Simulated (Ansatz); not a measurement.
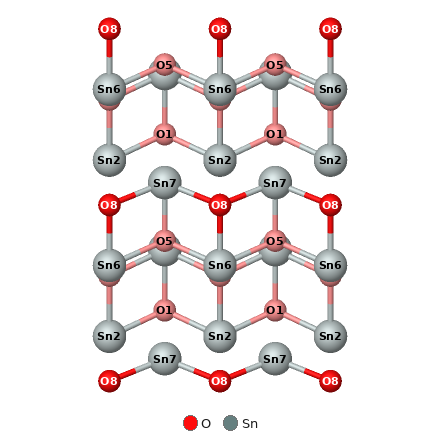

The system is CO on a SnO(101) slab cut from the P4/nmm phase, its upper half relaxed before the scan (8 atoms of substrate and one adsorbate in a 1 × 1 cell); the picture shows it without the atoms that are moved over the map. 
- CO (O end down) is moved over the surface cell at a fixed height above a rigid substrate; the origin of the map has the adsorbate above O8; the height is held at 3.10 Å.
- Places are given modulo a cell vector. The map is drawn in real space over the plane of the surface.
- The grid has 4 × 4 points; 12 points were computed and 4 follow by symmetry.
- Energies are in meV, from the lowest grid point.
- With one adsorbate in each 1 × 1 cell, its nearest image is 3.8 Å away, so neighbouring adsorbates interact. At a fixed height the lowest place need not be the adsorption site.
- Level of theory: Ansatz 0.2.0, DFT PBE+D3(BJ), scalar-relativistic, plane waves, PAW. Settings: cutoff 420 eV, k-mesh 7×5×1, gaussian smearing 0.1 eV, no spin polarisation.

Range: position of O9 along the first surface vector from 0.00 to 0.75; position of O9 along the second surface vector from 0.00 to 0.75.

Question: Predict the map.

Answer: The lowest grid point is at (2/4, 1/4) of the cell vectors. The highest grid point, the top site over a surface O atom, (0/4, 0/4) of the cell vectors, lies 39.8 meV above the lowest.

| second ↓, first → | 0/4 | 1/4 | 2/4 | 3/4 |
| --- | --- | --- | --- | --- |
| 3/4 | 16.1 | 8.2 | 0.8 | 8.2 |
| 2/4 | 13.7 | 7.7 | 1.9 | 7.7 |
| 1/4 | 13.6 | 6.6 | 0.0 | 6.6 |
| 0/4 | 39.8 | 22.4 | 6.5 | 22.4 |

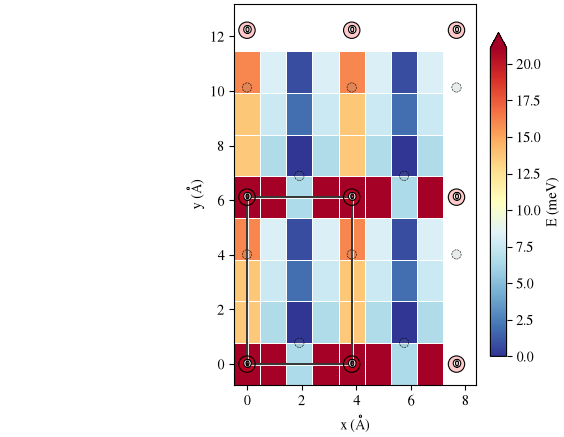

The picture shows one coloured cell a grid point, labelled circles for the atoms of the top layer and small ones for the second layer, the outline of one cell of the 2 × 2 shown, one colour for all values above the top of the scale.

The whole map (12 points run) took 6.4 min on 2 threads of Arm Neoverse V2, with other jobs on the host.

PAW datasets: the set soft_1.
